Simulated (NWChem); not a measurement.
# CsCl (SMILES [Cl][Cs]) at BP86/SBKJC-VDZ (core potential)

Aim: the vertical ionisation energy of CsCl at BP86/SBKJC-VDZ (core potential), from 2 runs. 

The results are computed with NWChem 7.3.0.

### Step 1. The structure to begin with

CsCl has 2 atoms, charge 0, and is taken as a singlet. As SMILES, `[Cl][Cs]`. Geometry: the measured bond length.

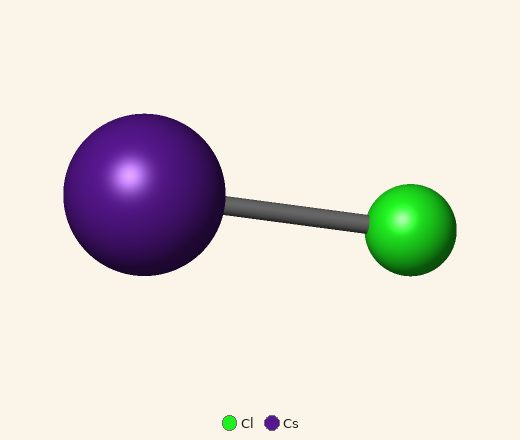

Viewed from a chosen angle; chlorine green, caesium purple.

### Step 2. The energy at BP86/SBKJC-VDZ (core potential)

The input, mymol.xyz:

```xyz
2
ClCs energy
Cl     0.000000     0.000000     0.000000
Cs     0.000000     0.000000     2.906272
```

The input, mymol.nw:

```
start mymol
title "ClCs energy"
memory 2200 mb

geometry units angstroms noautosym nocenter noautoz
load mymol.xyz
end

basis spherical bse
Cl library SBKJC-VDZ
Cs library SBKJC-VDZ
end

ecp bse
Cl library SBKJC-VDZ
Cs library SBKJC-VDZ
end

dft
xc becke88 perdew86
grid fine
convergence energy 1e-08
maxiter 100
mulliken
print low
end

task dft energy
```

The run is started by

```
$ nwchem mymol.nw > mymol.out
```

Log:

```text
[...]
 d= 0,ls=0.0,diis     1    -14.6524446504 -1.59D+01  2.77D-01  2.11D+00     0.4
[...]
 d= 0,ls=0.0,diis    10    -15.1631852305 -2.31D-10  1.99D-07  5.64D-12     1.9
         Total DFT energy =      -15.163185230548
      One electron energy =      -28.650014809057
           Coulomb energy =       15.365773983556
    Exchange-Corr. energy =       -3.153512216663
 Nuclear repulsion energy =        1.274567811615
[...]
      Total Density - Mulliken Population Analysis
     ---------------------------------------------
    Atom       Charge   Shell Charges
 -----------   ------   -------------------------------------------------------
    1 Cl   7     7.88   1.51  3.74  0.49  2.15
    2 Cs   1     0.12   0.08  0.06 -0.02 -0.01
[...]
```

It took 2.6 s on 1 thread of Intel Xeon Platinum 8375C at 2.90GHz (Ice Lake), shared host; peak memory 0.11 GiB.

### Step 3. The doublet cation

The input, mymol.nw:

```
start mymol
title "ClCs"
memory 2200 mb
charge 1
geometry units atomic noautosym nocenter noautoz
   Cl   0.00000000   0.00000000   0.00000000
   Cs   0.00000000   0.00000000   5.49205812
end
basis spherical bse
   * library SBKJC-VDZ
end
ecp bse
   Cl library SBKJC-VDZ
   Cs library SBKJC-VDZ
end
dft
   xc becke88 perdew86
   mult 2
   grid fine
   convergence energy 1e-08
   iterations 100
   mulliken
   noprint "final vectors analysis"
end
task dft energy
```

The run is started by

```
$ nwchem mymol.nw > mymol.out
```

Log:

```text
[...]
          Wavefunction type:  spin polarized.
          No. of atoms     :     2
          No. of electrons :     7
[...]
          Charge           :     1
          Spin multiplicity:     2
[...]
          AO basis - number of functions:    16
[...]
              XC Information
              --------------
                    Becke 1988 Exchange Functional  1.000
                Perdew 1981 Correlation Functional  1.000 local
                Perdew 1986 Correlation Functional  1.000 non-local
[...]
 d= 0,ls=0.0,diis     1    -14.6140975552 -1.59D+01  7.46D-02  3.13D-01     0.5
[...]
 d= 0,ls=0.5,diis    15    -14.8655247931 -9.00D-09  2.56D-06  1.34D-09     3.6
[...]
         Total DFT energy =      -14.865524796250
      One electron energy =      -25.935664876614
           Coulomb energy =       12.672612475607
    Exchange-Corr. energy =       -2.877040115950
 Nuclear repulsion energy =        1.274567720707
[...]
      Total Density - Mulliken Population Analysis
     ---------------------------------------------
    Atom       Charge   Shell Charges
 -----------   ------   -------------------------------------------------------
    1 Cl   7     7.00   1.54  3.66  0.47  1.33
    2 Cs   1     0.00   0.01 -0.01 -0.00  0.00
[...]
      <S2> =      0.7501 (Exact =     0.7500)
[...]
```

Run time: 4.5 s. Hardware: 1 thread of Intel Xeon Platinum 8375C at 2.90GHz (Ice Lake), shared host; peak memory 0.11 GiB.

### Step 4. What came out

Level: BP86/SBKJC-VDZ (core potential).

```
                                          quantity         value
                        singlet CsCl: total energy  -15.16319 Eh
                      doublet cation: total energy  -14.86552 Eh
                              doublet cation: ⟨S²⟩         0.750
vertical ionisation energy (to the doublet cation)      8.100 eV
```

What this shows: The vertical ionisation energy comes to 8.10 eV (187 kcal/mol).
